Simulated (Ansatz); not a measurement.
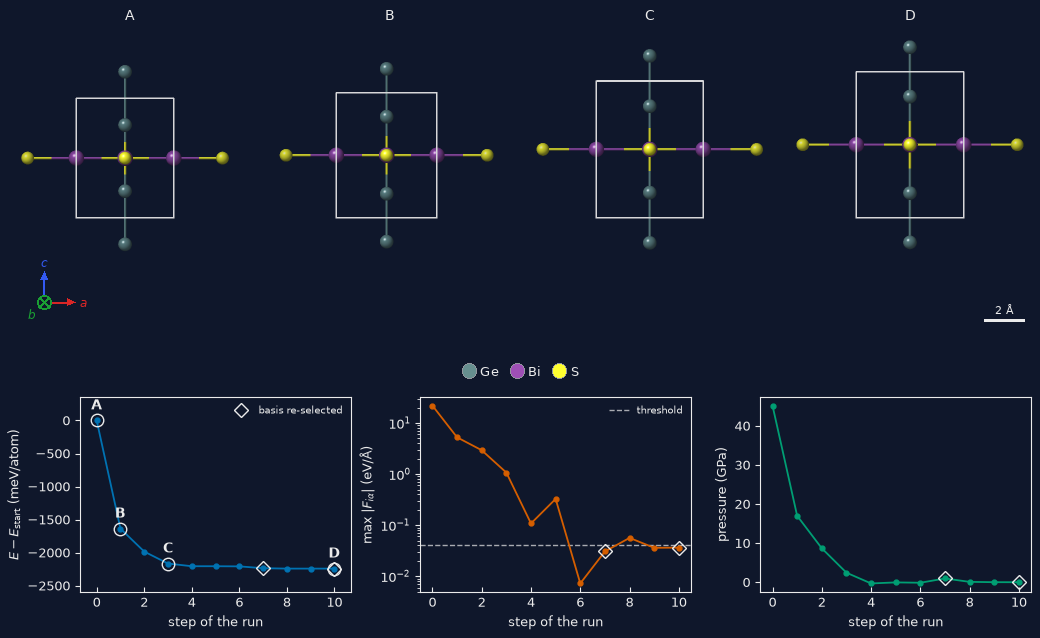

Frames of a relaxation of crystalline Ge2Bi2S (a generated structure, set up in P4/mmm) (coarse preliminary run), marked on the history of the run. The picture is a ball-and-stick view of the cell of the calculation, seen along the b axis.

All numbers below come from Ansatz, DFT PBE, scalar-relativistic, plane waves, PAW.

Input file:
```yaml
crystal:
  lattice:
    - [4.96885157, 0.0, 0.0]
    - [0.0, 4.96885157, 0.0]
    - [0.0, 0.0, 6.08463237]
  atoms:
    - { symbol: Ge, position: [0.5, 0.5, 0.22300128] }
    - { symbol: Ge, position: [0.5, 0.5, 0.77699872] }
    - { symbol: Bi, position: [0.5, 0.0, 0.5] }
    - { symbol: Bi, position: [0.0, 0.5, 0.5] }
    - { symbol: S, position: [0.5, 0.5, 0.5] }
basis:
  ecutwfc: 420
kpoints:
  mp_grid: { grid: [4, 4, 4] }
hamiltonian:
  xc: pbe
scf:
  occupations: { method: gaussian, width: 0.1 }
  lower_state_search: "off"
output:
  forces: true
  stress: true
  eigenvalues: true
relax:
  adjacent_minimum: "off"
  f_tol: 0.04
  max_steps: 70
  cell: { stress_tol: 0.4 }
```

Launched with:
```bash
ansatz run input.yaml --threads 1 --pin off --max-ram 2560MiB --backend cpu --events-out ev --progress --plain --runs-dir out
```

Q: Describe the path.

A: The energy falls by 2242 meV per atom in 8 accepted moves (10 points after the start). The largest force component goes from 22 to 0.036 eV/Å. The pressure goes from 45.18 to 0.00 GPa. At 2 points the geometry stayed and the basis and grid were re-selected for the new cell (energy shift of 27.5 meV per atom at most each time). The largest moves relative to the cell, 0.40 Å, are those of Ge1 and Ge2. Ge1 goes along −c. Bi and S stay in place. Cell: a = b 4.969 → 5.469 Å (+10.1 %), c 6.085 → 7.438 Å (+22.2 %). Volume +48.1 %. Near-neighbour distances that change, for instance: Ge1–S5 1.685 → 2.461 Å, Bi3–S5 2.484 → 2.735 Å, Ge1–Ge2 2.714 → 2.515 Å. The space group stays P4/mmm (No. 123). From step 0 to 1: Ge atoms move most (0.20 Å), volume +11.6 %, energy −1637 meV per atom. From step 1 to 3: Ge atoms move most (0.05 Å), volume +23.5 %, energy −528 meV per atom. From step 3 to 10: Ge atoms move most (0.11 Å), volume +7.5 %, energy −76.6 meV per atom.
